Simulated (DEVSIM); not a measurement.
Device: abrupt Ge n-p junction, at 400 K.

| layer (left to right) | material | thickness (μm) | Nd (cm⁻³) | Na (cm⁻³) | τn (s) | τp (s) |
|---|---|---|---|---|---|---|
| 1 | Ge | 42.0 | 1.6e16 | - | 9.4e-6 | 9.4e-6 |
| 2 | Ge | 62.0 | - | 4.8e16 | 9.4e-6 | 9.4e-6 |

Left contact: ohmic. Right contact: ohmic. Voltage is applied to the left contact. Recombination: SRH at mid-gap, radiative, Auger. Mobility is μmin + (μ − μmin)/(1 + (N/Nref)^α).

This is a model device: material constants are rounded textbook-type values typed into the input, and sizes, dopings and lifetimes were drawn at random. Values at 300 K; Nc and Nv go as T^1.5, mobilities as T to minus their exponent, the gap by Varshni's rule with the affinity fixed.

```csv
parameter,Ge
gap (eV),0.664
affinity (eV),4
permittivity,16
Nc (cm⁻³),1.04e19
Nv (cm⁻³),6e18
μn (cm²/Vs),3900
μp (cm²/Vs),1900
"μn,min",150
"μp,min",100
"Nref,n",2.6e17
"Nref,p",4e17
αn,0.56
αp,0.6
T exponent of μn,1.66
T exponent of μp,2.33
B (cm³/s),6.4e-14
Cn (cm⁶/s),1e-31
Cp (cm⁶/s),1e-31
Varshni α (eV/K),0.000477
Varshni β (K),235
```

DEVSIM, 1D drift-diffusion, Boltzmann statistics, complete ionisation; no tunnelling, impact ionisation, image-force lowering or self-heating.

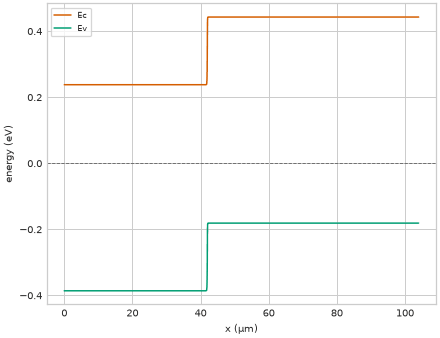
Fig. 1. Band edges at zero bias

Energies count from the Fermi level of the right contact; mesh points crowd at the junctions.

```json
[
 {"x (μm)": "0.000", "Ec (eV)": "0.238", "Ev (eV)": "-0.386", "n (cm⁻³)": "1.6e16", "p (cm⁻³)": "1.3e14", "field (V/cm)": "≈ 0"},
 {"x (μm)": "0.05762", "Ec (eV)": "0.238", "Ev (eV)": "-0.386", "n (cm⁻³)": "1.6e16", "p (cm⁻³)": "1.3e14", "field (V/cm)": "≈ 0"},
 {"x (μm)": "0.2534", "Ec (eV)": "0.238", "Ev (eV)": "-0.386", "n (cm⁻³)": "1.6e16", "p (cm⁻³)": "1.3e14", "field (V/cm)": "≈ 0"},
 {"x (μm)": "0.8812", "Ec (eV)": "0.238", "Ev (eV)": "-0.386", "n (cm⁻³)": "1.6e16", "p (cm⁻³)": "1.3e14", "field (V/cm)": "≈ 0"},
 {"x (μm)": "4.601", "Ec (eV)": "0.238", "Ev (eV)": "-0.386", "n (cm⁻³)": "1.6e16", "p (cm⁻³)": "1.3e14", "field (V/cm)": "≈ 0"},
 {"x (μm)": "15.69", "Ec (eV)": "0.238", "Ev (eV)": "-0.386", "n (cm⁻³)": "1.6e16", "p (cm⁻³)": "1.3e14", "field (V/cm)": "≈ 0"},
 {"x (μm)": "33.45", "Ec (eV)": "0.238", "Ev (eV)": "-0.386", "n (cm⁻³)": "1.6e16", "p (cm⁻³)": "1.3e14", "field (V/cm)": "≈ 0"},
 {"x (μm)": "40.35", "Ec (eV)": "0.238", "Ev (eV)": "-0.386", "n (cm⁻³)": "1.6e16", "p (cm⁻³)": "1.3e14", "field (V/cm)": "≈ 0"},
 {"x (μm)": "41.51", "Ec (eV)": "0.238", "Ev (eV)": "-0.386", "n (cm⁻³)": "1.6e16", "p (cm⁻³)": "1.3e14", "field (V/cm)": "≈ 0"},
 {"x (μm)": "41.87", "Ec (eV)": "0.250", "Ev (eV)": "-0.374", "n (cm⁻³)": "1.1e16", "p (cm⁻³)": "1.8e14", "field (V/cm)": "2700"},
 {"x (μm)": "41.98", "Ec (eV)": "0.337", "Ev (eV)": "-0.287", "n (cm⁻³)": "9.0e14", "p (cm⁻³)": "2.2e15", "field (V/cm)": "16000"},
 {"x (μm)": "42.04", "Ec (eV)": "0.425", "Ev (eV)": "-0.199", "n (cm⁻³)": "7.1e13", "p (cm⁻³)": "2.9e16", "field (V/cm)": "6500"},
 {"x (μm)": "42.19", "Ec (eV)": "0.443", "Ev (eV)": "-0.181", "n (cm⁻³)": "4.2e13", "p (cm⁻³)": "4.8e16", "field (V/cm)": "18"},
 {"x (μm)": "42.72", "Ec (eV)": "0.443", "Ev (eV)": "-0.181", "n (cm⁻³)": "4.2e13", "p (cm⁻³)": "4.8e16", "field (V/cm)": "≈ 0"},
 {"x (μm)": "45.60", "Ec (eV)": "0.443", "Ev (eV)": "-0.181", "n (cm⁻³)": "4.2e13", "p (cm⁻³)": "4.8e16", "field (V/cm)": "≈ 0"},
 {"x (μm)": "54.30", "Ec (eV)": "0.443", "Ev (eV)": "-0.181", "n (cm⁻³)": "4.2e13", "p (cm⁻³)": "4.8e16", "field (V/cm)": "≈ 0"},
 {"x (μm)": "80.71", "Ec (eV)": "0.443", "Ev (eV)": "-0.181", "n (cm⁻³)": "4.2e13", "p (cm⁻³)": "4.8e16", "field (V/cm)": "≈ 0"},
 {"x (μm)": "97.17", "Ec (eV)": "0.443", "Ev (eV)": "-0.181", "n (cm⁻³)": "4.2e13", "p (cm⁻³)": "4.8e16", "field (V/cm)": "≈ 0"},
 {"x (μm)": "102.7", "Ec (eV)": "0.443", "Ev (eV)": "-0.181", "n (cm⁻³)": "4.2e13", "p (cm⁻³)": "4.8e16", "field (V/cm)": "≈ 0"},
 {"x (μm)": "103.6", "Ec (eV)": "0.443", "Ev (eV)": "-0.181", "n (cm⁻³)": "4.2e13", "p (cm⁻³)": "4.8e16", "field (V/cm)": "≈ 0"},
 {"x (μm)": "103.9", "Ec (eV)": "0.443", "Ev (eV)": "-0.181", "n (cm⁻³)": "4.2e13", "p (cm⁻³)": "4.8e16", "field (V/cm)": "≈ 0"},
 {"x (μm)": "104.0", "Ec (eV)": "0.443", "Ev (eV)": "-0.181", "n (cm⁻³)": "4.2e13", "p (cm⁻³)": "4.8e16", "field (V/cm)": "≈ 0"}
]
```
